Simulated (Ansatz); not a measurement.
# Lattice dynamics of CuF (model cell, started as NiAs type), part 2 of 2

Wanted: phonon frequencies of CuF (model cell, started as NiAs type) and what follows from them.

Ansatz 0.2.0; DFT PBEsol, scalar-relativistic, plane waves, PAW.

So far. Step 4 (Relaxing to small forces for the phonons): The forces vanish by symmetry and the pressure is 0.001 GPa, within the tolerances set. The cell now holds 10.38 Å³/atom. Step 5 (Modes at Γ): Before it was imposed, the acoustic sum rule was missed by 6.6e-5 eV/Å². Small misses are needed for a sound result but don't prove that mesh and cutoff are converged. The lowest optical mode is imaginary, 140.7i cm⁻¹, so the energy falls along it. The relaxed cell has a = 2.722, c = 6.470 Å (conventional setting).

The structure was built from a prototype and need not be the compound's stable phase.

### Step 6. Phonons on a q mesh

Stability and thermal properties need the whole zone. Linear response on a 3×3×2 q mesh gives force constants as far as a supercell of that size would.

Input file input.yaml:

```yaml
crystal:
  lattice:
    - [2.7224252891, 2.7281e-06, 0.0]
    - [-1.3612150072, 2.3576880962, 0.0]
    - [0.0, 0.0, 6.4699573338]
  atoms:
    - { symbol: Cu, position: [0.0, 0.0, 0.0] }
    - { symbol: Cu, position: [0.0, 0.0, 0.5] }
    - { symbol: F, position: [0.3333333333, 0.6666666667, 0.25] }
    - { symbol: F, position: [0.6666666667, 0.3333333333, 0.75] }
kpoints:
  mp_grid: { grid: [15, 15, 8] }
hamiltonian:
  xc: pbesol
scf:
  occupations: { method: methfessel_paxton, width: 0.2 }
output:
  eigenvalues: true
phonons:
  method: dfpt
  qmesh: [3, 3, 2]
  temperatures: { t_max: 1000, t_step: 50 }
  qpath:
    path:
      - [[0.0, 0.0, 0.0], [0.5, 0.0, 0.0], [0.33333333, 0.33333333, 0.0], [0.0, 0.0, 0.0], [0.0, 0.0, 0.5], [0.5, 0.0, 0.5], [0.33333333, 0.33333333, 0.5], [0.0, 0.0, 0.5]]
      - [[0.5, 0.0, 0.5], [0.5, 0.0, 0.0]]
      - [[0.33333333, 0.33333333, 0.5], [0.33333333, 0.33333333, 0.0]]
    npoints: 10
```

Launch:

```sh
$ ansatz run input.yaml --threads 4 --pin off --max-ram 7168MiB --backend cpu --events-out ev --progress --plain --runs-dir out
```

Numbers of over 12 decimals in the logs are rounded to 6 here.

What it wrote:

```text
Warning: phonons: the dynamical matrix that this run interpolates holds no multipole term above the dipole-dipole one, and a site of this crystal is no centre of inversion, so its interpolated transverse optical and acoustic branches and sound speeds can stay off near Gamma, and the density of states and the thermodynamics with them. What a run solves at a wave vector of phonons.qpoints, Gamma apart, where the deck admits one, is free of this, and under fd what a larger phonons.supercell samples
[...]
Crystal: 4 atoms, lattice volume = 41.528 Å³
Basis set: ecut = 420 eV, 843 PW (Γ), exchange–correlation on 40×40×96 points (8 copies of the dense FFT grid, shifted against one another)
Bands: 32, of which v1, the nominal top of the filled ones, is band 26 counted from 1 (25 counted from 0)
Symmetry: 24 space group operations
k-points: 135 of 1800
[...]
SCF iter   1: F=—  HF=-14775.866106 eV  |F-HF|=—  |Δ(HF+E_count)|=         —  Δρ=2.29e-2  dr2=1.38e-1  ethr=1.77e-3  ⟨swp⟩=4.4  Hψ=14667  notcnv=0
[...]
SCF iter  11: F=-14775.825955 eV  HF=-14775.825955 eV  |F-HF|=3.64e-12  |Δ(HF+E_count)|=  6.00e-11  S|Δr|=    0.00e0  Δρ=1.70e-7  dr2=5.82e-12  ethr=1.00e-12  ⟨swp⟩=7.9  Hψ=21956  notcnv=0
SCF 1 converged in 11 iterations: F = -14775.825955 eV  dr2 = 5.82e-12
[...]
SCF iter   2: F=-14775.825955 eV  HF=-14775.825955 eV  |F-HF|=3.64e-12  |Δ(HF+E_count)|=   4.04e-7  S|Δr|=    0.00e0  Δρ=1.60e-7  dr2=5.71e-12  ethr=1.00e-12  ⟨swp⟩=4.0  Hψ=19162  notcnv=0
SCF 2 converged in 2 iterations: F = -14775.825955 eV  dr2 = 5.71e-12
phonons: the bands overlap, so this run is a metal and interpolates without the dipole-dipole term. If the crystal is really an insulator or semiconductor, its LO-TO splitting is missing
NSCF: frozen V_eff on 135 k-points
WARN: eigensolver did not converge (k=2): 1 band(s) unlocked after 20 sweeps at ethr=1.48e-12 eV (storage-precision floor; scheduled 1.00e-12 eV) (lowest unlocked band 31, counted from 0; max residual 4.12e-6 eV among the unlocked bands, 4.12e-6 eV over every band; other slots of this pass that fall short are told together in one closing line; warning suppressed until the next SCF loop or pass starts)
WARN: eigensolver did not converge in 3 slots of this pass, the one above among them; of largest residual over every band (k=3): 1 band(s) unlocked (lowest unlocked band 31, counted from 0; max residual 5.93e-3 eV among the unlocked bands, 5.93e-3 eV over every band); of lowest unlocked band (k=2): band 31
[...]
DFPT response loops at q = (0, 0, 0) (fractional): preconditioner auto → Kerker (q_TF=auto, 2.832 Å⁻¹) (partly filled bands, converged f_vac=0.010); β = 1.00, the filter's whole step (`scf.mixing.beta` (0.50) is not read by the response loops under this deck's `scf.mixing.preconditioner`; to damp them name `kerker` or `kerker_dos`, under which they read `scf.mixing.beta`, and type it under 1.00, their step now; both keys bind the ground state too); Broyden in place of MSR1
[...]
phonons.qmesh, q = [0.0000, 0.3333, 0.0000]: its response loops start from zero, take more passes and end by a threshold: the memory limit or budget leaves too little room for the subspace of the ground state's own states beside the solves, or none could be made (phonons.method)
[...]
SCF converged after 11 iterations
[...]
Free energy (F): -14775.825955 eV
[...]
Internal energy: -14775.838060 eV  (E = F + TS)
E sigma→0 (E₀):  -14775.828981 eV
Entropy (-TS):   0.012106 eV (3.026 meV/atom)
Fermi energy:    11.190947 eV
[...]
--- Band table (eV; the first three rows and the last of 135) ---
  k-point 0: bands = [... 22 lower, 10.4222, 10.5073, 10.5073, 10.7980, 10.7980, 14.3661, 16.6026, 23.7402, ... 2 higher]
  k-point 1: bands = [... 22 lower, 10.4970, 10.5139, 10.5139, 10.7838, 10.7838, 14.0120, 16.9830, 23.0394, ... 2 higher]
  k-point 2: bands = [... 22 lower, 10.5349, 10.5349, 10.7350, 10.7439, 10.7439, 13.2908, 17.7881, 21.9397, ... 2 higher]
  k-point 134: bands = [... 22 lower, 10.5758, 10.5758, 11.1631, 11.1631, 17.7938, 17.7938, 18.6983, 18.6983, ... 2 higher]
--- Phonons (Γ-DFPT): 4 representative perturbations + reference (Σ response iterations 13) ---
  ASR residual: 5.884e-5 → 0.000e0 eV/Å²; symmetrization residual: 1.105e-6 eV/Å²
  ASR residual per site (eV/Å²): 5.88e-5 5.88e-5 2.89e-5 2.89e-5
[...]
--- Phonons (arbitrary-q DFPT): 6 irreducible q on the 3×3×2 mesh ---
  q = [0.0000, 0.0000, 0.0000] (star 1, of the zone-centre solve; hermiticity 2.02e-7, symmetrization 7.13e-8): -140.66 -140.66 -77.65 -77.65 -43.44 -43.44 -0.00 0.00 0.00 223.15 229.57 234.08
  q = [0.0000, 0.0000, -0.5000] (star 1, 4 solved perturbations in 1793 linear systems a pass and spin channel, the states on 901 of 1800 k-point pairs; hermiticity 6.60e-7, symmetrization 5.95e-8): -118.12 -118.12 -118.12 -118.12 -36.85 -36.85 -36.85 -36.85 145.35 145.35 232.65 232.65
[...]
sum rule: each row above includes the acoustic sum rule's correction from the zone centre's row sums; it moved no ω² by more than (0.64 cm⁻¹)²
  mesh force constants: q→R imaginary residual 0.00e0; ASR residual 5.884e-5 → 0.000e0 eV/Å²; symmetrization residual 2.220e-15 eV/Å²
  interpolated dispersion: 93 rows × 12 modes
  density of states and harmonic sums: on the 27×27×10 q-mesh, interpolated from the force constants of a 3×3×2 supercell (no non-analytic term)
  largest difference from the sums on the solved wave vectors: F 5.95e-2 eV, S 7.90e-5 and C_V 2.25e-5 eV/K
  zero-point energy: 0.083911 eV/cell   skipped modes (ω ≤ 0): 1352, of them read as no rigid motion or as one in doubt: 1349 (2.829e0 modes/cell left out, lowest -140.66 cm⁻¹)   left out of the sums: 2.36e-1 of the cell's modes: C_V's classical limit lies that fraction below 3 k_B per atom; for a crystal, a wire or a layer, F and S can be off by more, and a phonons.interpolated_qmesh denser along its periods is the remedy for the sampling
```

Elapsed: 26 min, on 4 threads of Arm Neoverse V2, shared host; peak memory 4.4 GiB; 1.7 h of CPU time.

Numbers from this step:

```
sum-rule residual before enforcement                    : 5.88e-5 eV/Å²
lowest frequency on the path                            : -140.7 cm⁻¹
highest frequency on the path or at a solved wavevector : 314.5 cm⁻¹
lowest mode on the q mesh (acoustic modes at Γ apart)   : -140.7 cm⁻¹
```

Frequencies (cm⁻¹) solved at each irreducible wavevector; negative means imaginary. Frequencies by wavevector, by row:

```tsv
q in reciprocal lattice units	star	mode 1	mode 2	mode 3	mode 4	mode 10	mode 11	mode 12
0 0 0	1	-140.7	-140.7	-77.7	-77.7	223.2	229.6	234.1
0 0 -0.5	1	-118.1	-118.1	-118.1	-118.1	145.3	232.7	232.7
0 0.3333 0	6	-98.6	-96.7	-90.6	50.6	209	247.2	265.7
0 0.3333 -0.5	6	-81.2	-81.2	47.5	47.5	177.2	259.8	259.8
0.3333 0.3333 0	2	-131	-131	64.1	107	221.7	256.4	267
0.3333 0.3333 -0.5	2	-138.4	-138.4	88	88	234.6	261.7	261.7
```

Interpolated from a 3×3×2 q mesh, rough between the solved points. The phonon branches at the labelled points (cm⁻¹):

```tsv
point	branch 1	branch 2	branch 3	branch 4	branch 9	branch 10	branch 11	branch 12
Γ	-141	-141	-78	-78	0	223	230	234
M	-126	-114	-69	61	158	208	291	314
K	-131	-131	64	107	222	222	256	267
Γ	-141	-141	-78	-78	0	223	230	234
A	-118	-118	-118	-118	145	145	233	233
L	-96	-96	61	61	176	176	305	305
H	-138	-138	88	88	235	235	262	262
A	-118	-118	-118	-118	145	145	233	233
jump to L	-96	-96	61	61	176	176	305	305
M	-126	-114	-69	61	158	208	291	314
jump to H	-138	-138	88	88	235	235	262	262
K	-131	-131	64	107	222	222	256	267
```

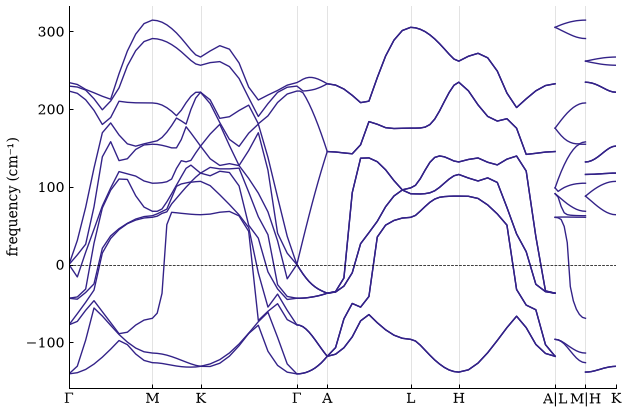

Phonon branches along the path.

The phonon density of states has structure finer than the step of the table below, so its rows give means over 25 cm⁻¹, whole bins alone (the curve runs from -142 to 312 cm⁻¹). Peaks (cm⁻¹: height): -112.5: 0.0384, 67.5: 0.0633, 112.5: 0.0637, 132.5: 0.0439, 152.5: 0.0505, 197.5: 0.0558, 277.5: 0.0293.

Tetrahedra on a 27×27×10 mesh, mean over bins of 5 cm-1. Interpolated from a 3×3×2 q mesh, rough between the solved points. Phonon density of states against wavenumber; means over each step:

```tsv
wavenumber (cm⁻¹)	phonon density of states (1/cm⁻¹/cell)
-125	0.0291
-100	0.0332
-75	0.0226
-50	0.0160
-25	0.00840
0	0.00602
25	0.0114
50	0.0312
75	0.0468
100	0.0463
125	0.0459
150	0.0377
175	0.0308
200	0.0408
225	0.0207
250	0.0122
275	0.0267
300	0.0133
```

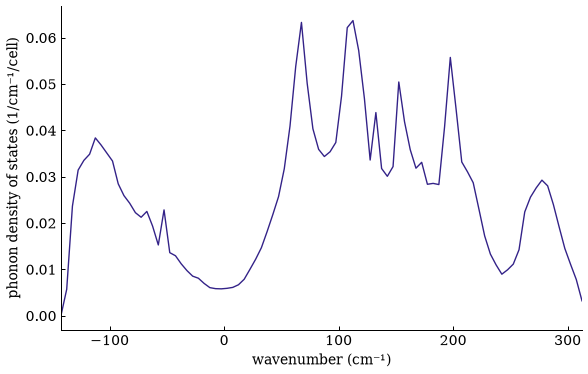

Phonon density of states, plotted against wavenumber.

The partial phonon density of states has structure finer than the step of the table below, so its rows give means over 25 cm⁻¹, whole bins alone (the curve runs from -151 to 333 cm⁻¹). Peaks (cm⁻¹: height): Cu -53.3: 0.0133, 68.3: 0.0526, 110.9: 0.0484, 153.5: 0.0303; F -114.2: 0.0261, 110.9: 0.0181, 156.5: 0.0199, 199.1: 0.0318, 278.1: 0.0284.

Phonopy on the run's constants, 21x21x9 mesh, Gaussian sigma 3.5 cm-1. Interpolated from a 3×3×2 q mesh, rough between the solved points. Partial phonon density of states against wavenumber; means over each step; values in 1/cm⁻¹/cell:

```tsv
wavenumber (cm⁻¹)	Cu	F
-125	0.00722	0.0218
-100	0.0116	0.0212
-75	0.00994	0.0127
-50	0.0106	0.00674
-25	0.00609	0.00194
0	0.00260	9.0e-4
25	0.00893	0.00337
50	0.0266	0.00589
75	0.0379	0.00803
100	0.0337	0.0128
125	0.0315	0.0148
150	0.0214	0.0161
175	0.0139	0.0169
200	0.0132	0.0275
225	0.00404	0.0166
250	2.9e-4	0.0121
275	1.8e-4	0.0260
300	9.4e-5	0.0134
```

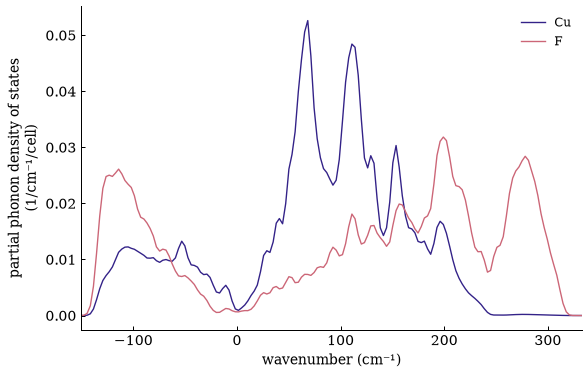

Partial phonon density of states against wavenumber.

Symmetry leaves 6 wavevectors to solve. The lowest mode among them, the acoustic zeros apart, lies at Γ and is imaginary, 140.7i cm⁻¹, so the energy falls along it.

### Step 7. Isotope substitution

An isotope changes the mass and not the force constants, so no new electronic calculation is needed; the shifts show which modes move this element.

The same force constants with the mass of Cu changed from 63.546 to 64.928 u (phonopy, no LO-TO term). Both lists are sorted by frequency; levels can cross, so a row need not hold one and the same mode. Modes under 3 cm⁻¹ are left out. Isotope shifts, by row, the first 40 of 45 rows:

```tsv
q	rank	natural mass (cm⁻¹)	changed mass (cm⁻¹)
0 0 0	1	-140.7	-140.7
0 0 0	2	-140.7	-140.7
0 0 0	3	-77.65	-77.46
0 0 0	4	-77.65	-77.46
0 0 0	5	-43.44	-42.98
0 0 0	6	-43.44	-42.98
0 0 0	10	223.2	222.6
0 0 0	11	229.6	229.6
0 0 0	12	234.1	231.6
0 0 -0.5	1	-118.1	-118.1
0 0 -0.5	2	-118.1	-118.1
0 0 -0.5	3	-118.1	-118.1
0 0 -0.5	4	-118.1	-118.1
0 0 -0.5	5	-36.85	-36.47
0 0 -0.5	6	-36.85	-36.47
0 0 -0.5	7	-36.85	-36.47
0 0 -0.5	8	-36.85	-36.47
0 0 -0.5	9	145.3	144.4
0 0 -0.5	10	145.3	144.4
0 0 -0.5	11	232.7	231.7
0 0 -0.5	12	232.7	231.7
0 0.3333 0	1	-98.61	-98.27
0 0.3333 0	2	-96.65	-96
0 0.3333 0	3	-90.57	-90.57
0 0.3333 0	4	50.62	50.07
0 0.3333 0	5	50.69	50.15
0 0.3333 0	6	115.6	114.3
0 0.3333 0	7	117.4	116.5
0 0.3333 0	8	131.1	131.1
0 0.3333 0	9	158.2	156.5
0 0.3333 0	10	209	208.2
0 0.3333 0	11	247.2	247.2
0 0.3333 0	12	265.7	265.7
0 0.3333 -0.5	1	-81.21	-80.74
0 0.3333 -0.5	2	-81.21	-80.74
0 0.3333 -0.5	3	47.47	47.03
0 0.3333 -0.5	4	47.47	47.03
0 0.3333 -0.5	5	68.43	68.32
0 0.3333 -0.5	6	68.43	68.32
0 0.3333 -0.5	7	125.9	124.6
```

A mode of this element alone would shift by -1.07 %. The highest zone-centre frequency without the field goes from 234.1 to 231.6 cm⁻¹ (-1.1 %).

### Step 8. Results

```
space group after relaxation (within 0.01 Å)            : P6_3/mmc
volume per atom                                         : 10.4 Å³
electronic character                                    : no gap on this mesh
highest optical mode at the zone centre (no LO-TO term) : 234 cm⁻¹
lowest optical zone-centre mode                         : -141 cm⁻¹
lowest mode on the q mesh (acoustic modes at Γ apart)   : -141 cm⁻¹
highest frequency on the path or at a solved wavevector : 314 cm⁻¹
imaginary modes on the 3×3×2 q mesh                     : yes
```

**Reading.** Modes are clearly imaginary (beyond 10i cm⁻¹) at 6 of the 6 irreducible wavevectors, most at Γ (140.7i cm⁻¹), so this structure is not a minimum of the energy. The optical modes at Γ span -141 to 234 cm⁻¹ (negative means imaginary). The highest mode in this list at Γ, 234.1 cm⁻¹, is mostly motion of Cu (100 % of the kinetic energy). The q mesh stands for a supercell only 8.2 Å across, so branches between the solved wavevectors are rough. With no gap, or one that is small against the smearing, the frequencies hang on the k mesh and the smearing, most of all near Kohn anomalies. A semilocal functional can close a gap that the real compound would have, so the metallic treatment may be an artefact of the level. A phonon run warned that its eigensolver left some bands unconverged in a pass. The starting cell was built on a prototype and not taken from a measurement, so the phase need not exist. These are harmonic frequencies at zero temperature: anharmonic shifts, linewidths and thermal expansion are left out.

[Logs are printed without paths, hosts, clocks, repeated set-up lines and the standing remarks that a program may print on its own settings, such as how far it seeks lower states.]

[Hosts, paths, dates, database ids (printed as entryN), source tags and the programs' standing remarks are cut or masked in the printed files.]
